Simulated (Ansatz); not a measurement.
```xyz
10

In   -0.2299    1.6514    0.4116
In    1.6074    2.0940   -2.3782
O     0.3868    3.2128   -0.9696
O     0.9890    0.5322   -0.9982
H    -0.3273    3.7303   -1.3578
H     0.7073    1.7610    1.8505
H    -1.8938    1.3668    0.0781
H     1.7026    0.0135   -0.6105
H     3.2707    2.3784   -2.0419
H     0.6725    1.9849   -3.8186
```

Geometry: PBE0-D4/def2-SVP; core potentials replace the inner electrons of In.

These are results of Ansatz, isolated molecule in a Gaussian basis; Kohn-Sham density functional theory, functional PBE0, not measurements.

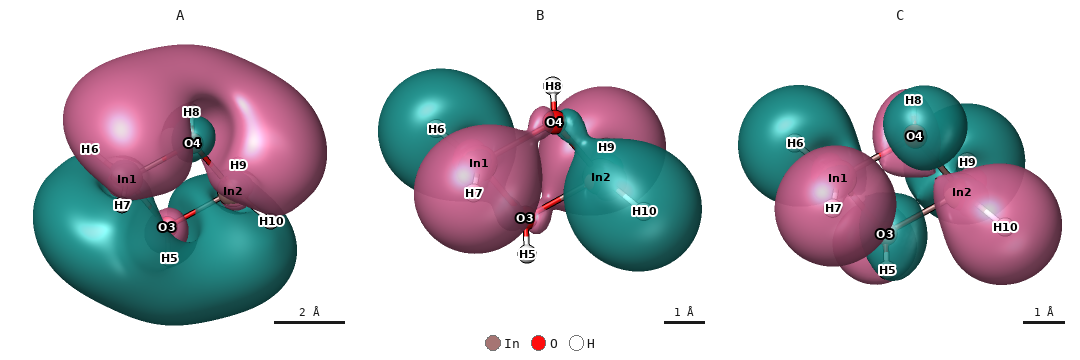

H6In2O2 (SMILES [OH+]1[InH2-][OH+][InH2-]1). Three frontier orbitals at ±0.04 Å⁻³ᐟ² (teal and pink are the two phases), in no order.

**Which picture is the HOMO−1, the HOMO and the LUMO?**

B is the HOMO−1 (−8.28 eV). Its weight (Hirshfeld) is mainly on In1 (about 20 %), In2 (about 20 %), H6 (about 15 %), H7 (about 15 %), H9 (about 15 %) and H10 (about 15 %); it is gerade (even under inversion). C is the HOMO (−7.86 eV). By Hirshfeld shares it lies mainly on In1 (about 15 %), In2 (about 15 %), O3 (about 15 %), O4 (about 15 %), H6 (about 10 %), H7 (about 10 %), H9 (about 10 %) and H10 (about 10 %); it is ungerade (odd under inversion). A is the LUMO (−1.01 eV). By Hirshfeld shares it lies mainly on In1 (about 35 %) and In2 (about 35 %); it is ungerade (odd under inversion).

**What is the HOMO–LUMO gap?**

6.85 eV between the orbital energies.
